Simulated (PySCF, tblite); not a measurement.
# C6H13F: dynamics, then NMR shifts on frames, part 2 of 2

tblite 0.8.0 and PySCF 2.14.0. Atoms count from 0.

## (6) NMR shieldings: 800 fs, PBE0/pcSseg-1

What the job is given:

```
{"job": {"kind": "nmr", "xc": "PBE0", "basis": "pcSseg-1", "pop": false}, "charge": 0, "multiplicity": 1}
C     -2.779700    -1.578500     0.826200
C     -1.525200    -1.235500     1.595400
C     -0.533600    -0.545700     0.705900
C      0.753700    -0.143400     1.394800
C      1.772800     0.467300     0.485300
C      3.058600     0.808800     1.229700
F      1.282400     1.717400    -0.022900
H     -2.699700    -2.423000     0.194100
H     -3.586900    -1.783300     1.541600
H     -3.081500    -0.728800     0.208800
H     -1.697300    -0.579600     2.562800
H     -1.096100    -2.175500     1.894300
H     -0.323600    -1.254400    -0.111700
H     -1.016700     0.359400     0.323100
H      0.529900     0.533500     2.223500
H      1.248900    -1.003600     1.853400
H      2.042300    -0.071600    -0.425700
H      3.769900     1.211700     0.517000
H      2.886400     1.456500     2.055400
H      3.560000    -0.061200     1.586800
```

With the program's defaults for keys left out, this is: GIAO PBE0/pcSseg-1 NMR shielding, non-relativistic, gas phase.

What it wrote:

```text
coarse grid: 15664 points
cycle   1  E = -335.7456794777  dE =  5.303e-01  |g| = 6.147e-01  |ddm| = 3.666e+00
cycle   2  E = -335.7045576757  dE =  4.112e-02  |g| = 8.204e-01  |ddm| = 1.077e+00
cycle   3  E = -335.8251090921  dE = -1.206e-01  |g| = 9.004e-02  |ddm| = 6.212e-01
cycle   4  E = -335.8265409395  dE = -1.432e-03  |g| = 3.086e-02  |ddm| = 7.827e-02
cycle   5  E = -335.8267336336  dE = -1.927e-04  |g| = 4.079e-03  |ddm| = 2.671e-02
cycle   6  E = -335.8267365159  dE = -2.882e-06  |g| = 1.837e-03  |ddm| = 4.806e-03
final grid: 148688 points
cycle   7  E = -335.8763782909  dE = -5.181e-05  |g| = 1.049e-02  |ddm| = 3.211e-02
cycle   8  E = -335.8763654570  dE =  1.283e-05  |g| = 1.332e-02  |ddm| = 1.920e-02
cycle   9  E = -335.8764051290  dE = -3.967e-05  |g| = 1.388e-03  |ddm| = 1.024e-02
cycle  10  E = -335.8764054284  dE = -2.994e-07  |g| = 2.387e-04  |ddm| = 1.099e-03
cycle  11  E = -335.8764054370  dE = -8.527e-09  |g| = 7.017e-05  |ddm| = 1.962e-04
cycle  12  E = -335.8764054381  dE = -1.132e-09  |g| = 1.917e-05  |ddm| = 7.132e-05
cycle  13  E = -335.8764054382  dE = -8.561e-11  |g| = 2.051e-06  |ddm| = 1.831e-05
converged SCF energy = -335.8764054382

GIAO shielding tensors (ppm)
atom      isotropic    diamagn.    paramagn.     s11        s22        s33       span
  0 C      170.540     244.248     -73.708    154.843    165.392    191.386     36.543
  1 C      154.376     248.346     -93.970    138.743    156.536    167.850     29.107
  2 C      150.477     249.169     -98.692    129.154    153.895    168.381     39.227
  3 C      145.507     251.603    -106.096    127.963    135.998    172.561     44.598
  4 C       88.559     238.067    -149.508     46.516     74.156    145.006     98.490
  5 C      164.332     245.600     -81.268    142.670    157.871    192.456     49.786
  6 F      365.581     478.140    -112.559    329.697    365.431    401.615     71.918
  7 H       31.230      29.739       1.490     27.357     28.781     37.551     10.193
  8 H       30.072      25.829       4.243     25.138     27.546     37.532     12.395
  9 H       30.818      29.472       1.346     26.437     29.753     36.263      9.826
 10 H       28.732      28.836      -0.104     23.633     28.667     33.896     10.264
 11 H       30.373      31.445      -1.072     26.037     30.524     34.559      8.522
 12 H       30.170      34.525      -4.355     25.296     31.312     33.902      8.606
 13 H       29.771      34.222      -4.451     24.503     31.931     32.878      8.375
 14 H       29.960      33.099      -3.139     26.056     30.659     33.164      7.108
 15 H       30.504      33.447      -2.943     25.414     31.951     34.147      8.733
 16 H       26.728      31.407      -4.679     25.177     25.886     29.121      3.943
 17 H       30.081      27.564       2.516     25.909     27.626     36.707     10.798
 18 H       30.878      28.841       2.037     27.398     29.352     35.883      8.486
 19 H       31.414      28.928       2.486     27.276     29.571     37.393     10.117
```

Wall time 48 s (1 thread of Arm Neoverse N1, shared host); peak memory 0.85 GiB.

This run: δ C4 98.4, C3 41.4, C2 36.4, C1 32.5, H16 4.99, H10 2.98 ppm.

## (7) NMR shieldings: 1000 fs, PBE0/pcSseg-1

What the job is given:

```
{"job": {"kind": "nmr", "xc": "PBE0", "basis": "pcSseg-1", "pop": false}, "charge": 0, "multiplicity": 1}
C     -2.641300    -2.321900     1.067100
C     -1.606300    -1.533900     1.840400
C     -0.531200    -0.787300     0.952200
C      0.768600    -0.334300     1.717200
C      1.750400     0.178700     0.649500
C      3.098500     0.645900     1.297800
F      1.158500     1.271300     0.077800
H     -2.169000    -3.102400     0.514200
H     -3.477300    -2.678600     1.710800
H     -3.104500    -1.701400     0.230900
H     -2.096400    -0.778700     2.495500
H     -1.128400    -2.309600     2.420600
H     -0.226400    -1.470900     0.201600
H     -0.976600     0.161000     0.547700
H      0.560700     0.519500     2.402300
H      1.228500    -1.130500     2.303300
H      1.985400    -0.494900    -0.197100
H      3.721300     0.993500     0.522600
H      2.889000     1.375600     2.086100
H      3.530500    -0.221300     1.800100
```

Level: GIAO PBE0/pcSseg-1 NMR shielding, non-relativistic, gas phase.

What it wrote:

```text
coarse grid: 15664 points
cycle   1  E = -335.7495685576  dE =  3.560e-01  |g| = 5.745e-01  |ddm| = 3.617e+00
cycle   2  E = -335.7231197472  dE =  2.645e-02  |g| = 7.277e-01  |ddm| = 9.280e-01
cycle   3  E = -335.8188498255  dE = -9.573e-02  |g| = 6.993e-02  |ddm| = 5.095e-01
cycle   4  E = -335.8196401719  dE = -7.903e-04  |g| = 2.906e-02  |ddm| = 6.204e-02
cycle   5  E = -335.8198149683  dE = -1.748e-04  |g| = 3.396e-03  |ddm| = 2.332e-02
cycle   6  E = -335.8198169485  dE = -1.980e-06  |g| = 1.412e-03  |ddm| = 3.664e-03
final grid: 148688 points
cycle   7  E = -335.8710651293  dE = -4.430e-05  |g| = 9.130e-03  |ddm| = 2.796e-02
cycle   8  E = -335.8710584612  dE =  6.668e-06  |g| = 1.086e-02  |ddm| = 1.558e-02
cycle   9  E = -335.8710859530  dE = -2.749e-05  |g| = 1.020e-03  |ddm| = 8.194e-03
cycle  10  E = -335.8710861062  dE = -1.532e-07  |g| = 2.071e-04  |ddm| = 8.029e-04
cycle  11  E = -335.8710861124  dE = -6.204e-09  |g| = 4.819e-05  |ddm| = 1.492e-04
cycle  12  E = -335.8710861129  dE = -5.119e-10  |g| = 1.709e-05  |ddm| = 5.398e-05
converged SCF energy = -335.8710861129

GIAO shielding tensors (ppm)
atom      isotropic    diamagn.    paramagn.     s11        s22        s33       span
  0 C      166.781     248.687     -81.906    152.512    160.730    187.102     34.590
  1 C      157.936     244.074     -86.137    140.263    160.887    172.659     32.395
  2 C      148.556     248.488     -99.932    121.362    156.454    167.852     46.490
  3 C      140.514     253.325    -112.812    123.340    131.976    166.225     42.885
  4 C       90.493     240.224    -149.732     57.603     81.992    131.882     74.279
  5 C      159.601     248.731     -89.130    138.706    152.680    187.418     48.713
  6 F      379.665     479.963    -100.298    353.966    379.505    405.524     51.558
  7 H       31.032      30.400       0.632     27.037     29.422     36.637      9.600
  8 H       29.662      25.846       3.816     25.093     26.862     37.029     11.936
  9 H       29.668      29.515       0.154     25.592     28.155     35.257      9.665
 10 H       29.620      29.497       0.123     24.376     29.505     34.978     10.603
 11 H       30.361      30.422      -0.062     24.729     31.525     34.828     10.099
 12 H       31.135      35.825      -4.689     25.866     33.373     34.167      8.301
 13 H       28.561      33.324      -4.763     23.243     30.592     31.848      8.605
 14 H       29.443      33.027      -3.584     26.053     29.562     32.715      6.662
 15 H       30.384      33.466      -3.081     25.777     31.335     34.041      8.264
 16 H       26.795      31.834      -5.039     24.774     26.190     29.421      4.647
 17 H       30.572      29.223       1.349     26.505     28.144     37.067     10.562
 18 H       30.148      29.089       1.059     26.839     28.988     34.616      7.777
 19 H       30.736      28.492       2.245     26.832     29.195     36.182      9.349
```

Run time: 45 s. Hardware: 1 thread of Arm Neoverse N1, shared host; peak memory 0.85 GiB.

In short: δ C4 96.4, C3 46.4, C2 38.4, C1 29.0, H16 4.92, H13 3.16 ppm.

## (8) Run by run: NMR shifts

Shifts (ppm) of some atoms, chosen among heavy atoms and hydrogens apart, with basis size and wall time:

| frame | C4 | C2 | C5 | C0 | H19 | H13 | F6 | functions | time |
| --- | --- | --- | --- | --- | --- | --- | --- | --- | --- |
| 250 fs | 91.0 | 30.2 | 29.9 | 16.0 | 2.87 | 0.49 | -210.0 | 184 | 47 s |
| 425 fs | 94.9 | 30.8 | 21.6 | 15.8 | 1.00 | 1.65 | -214.9 | 184 | 47 s |
| 625 fs | 88.9 | 30.6 | 23.7 | 13.8 | 1.37 | 1.94 | -210.9 | 184 | 45 s |
| 800 fs | 98.4 | 36.4 | 22.6 | 16.4 | 0.30 | 1.95 | -194.6 | 184 | 48 s |
| 1000 fs | 96.4 | 38.4 | 27.3 | 20.1 | 0.98 | 3.16 | -208.7 | 184 | 45 s |

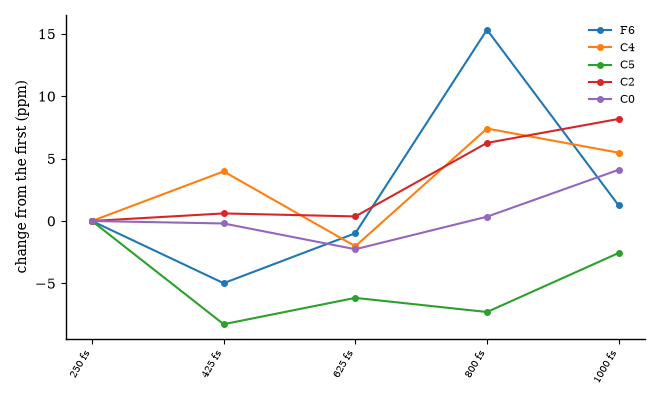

How five of the tabulated atoms move from run to run.

## (9) What came out

This closing draws on all 2 parts.

| quantity | value |
| --- | --- |
| thermostat | 200 K |
| mean temperature, second half | 202 K |
| mean potential energy above the minimum | 0.48 eV |
| 13C shifts against TMS (PBE0/pcSseg-1, 250 fs) | 91.0, 46.5, 30.2, 29.9, 28.6, 16.0 ppm |
| 1H shifts against TMS (PBE0/pcSseg-1, 250 fs) | 4.43, 2.87, 2.26, 1.83, 1.71, 1.59, 1.41, 1.29, 1.21, 0.91, 0.53, 0.49, 0.44 ppm |
| 19F shifts against CFCl3 (PBE0/pcSseg-1, 250 fs) | -210.0 ppm |
| range of the shift of F6 | -214.9 to -194.6 ppm |

In words: In the second half the potential energy averages 0.48 eV above the minimum; equipartition over 54 harmonic modes at 200 K would give 0.47 eV. With 20 atoms the temperature swings widely (123 to 249 K). Shifts at one fixed geometry are not the observed spectrum, which averages over the motion. In the first frame run (250 fs): The widest tensor belongs to C4: span 77 ppm, with a paramagnetic part of -148 ppm. Across the 5 runs the shift of F6 moves most, between -214.9 (425 fs) and -194.6 ppm (800 fs).
